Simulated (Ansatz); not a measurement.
A computed series for PbS: pressure series

The parent structure is PbS in the rock salt structure (space group Fm-3m, No. 225).

Space group Fm-3m (No. 225); a = 6.009 Å, b = 6.009 Å, c = 6.009 Å, α = 90.00°, β = 90.00°, γ = 90.00°

```csv
atom,site,symmetry,x,y,z
Pb,4a,m-3m,0.0000,0.0000,0.0000
S,4b,m-3m,0.5000,0.5000,0.5000
```
(The calculation used a cell of 2 atoms; values per cell refer to that cell.)

Cell and atoms are relaxed at each pressure.

Level of theory: PBE (Ansatz, an electronic-structure program, PAW, no spin-orbit coupling).

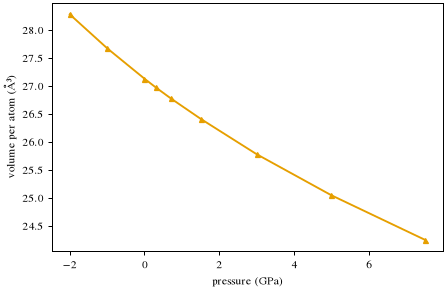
Figure: Volume per atom against pressure

| pressure (GPa) | volume per atom |
|---|---|
| -2 | 28.27 Å³ |
| -1 | 27.67 Å³ |
| 0.3 | 26.97 Å³ |
| 0.7 | 26.77 Å³ |
| 1.5 | 26.41 Å³ |
| 3 | 25.78 Å³ |
| 5 | 25.04 Å³ |
| 7.5 | 24.25 Å³ |

Load acts through the strain it causes; cell and atoms are relaxed under it. No phonon test of stability was made. Competing high-pressure phases were not computed. The base started in P3_121 and relaxed to Fm-3m at this level.
